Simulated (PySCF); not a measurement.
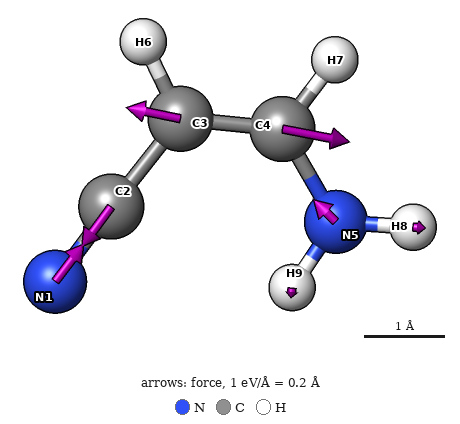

Starting geometry of C3H4N2 with the computed forces as purple arrows. The picture is a ball-and-stick view, seen face on.

The start comes from GFN2-xTB. Its atoms were then displaced at random by about 0.01 Å.

Level of theory: PBE0-D3(BJ)/def2-TZVP geometry optimisation, gas phase in PySCF. 

**What follows when this structure is relaxed?**

It isn't relaxed: the largest force vector, on C4, is 4.42 eV/Å. The final displacements follow the starting forces only in part (cosine between the two patterns 0.49). H9 moves most after the best rigid fit: 0.046 Å. Largest moves by element: H 0.046 Å, C 0.040 Å, N 0.035 Å. Some distances before and after: C3–C4 1.295 → 1.351 Å, C4–N5 1.380 → 1.347 Å, N1–C2 1.183 → 1.156 Å, N5–H8 0.984 → 1.001 Å. Bond angles that change, for instance: C4–N5–H9 115.5° → 119.6°, C2–C3–H6 116.0° → 119.1°, N5–C4–H7 113.0° → 115.1°. Over 9 geometry steps the energy falls by 4.17 kcal/mol. The run took 2.7 min on 1 thread of Arm Neoverse N1, with other jobs on the host.
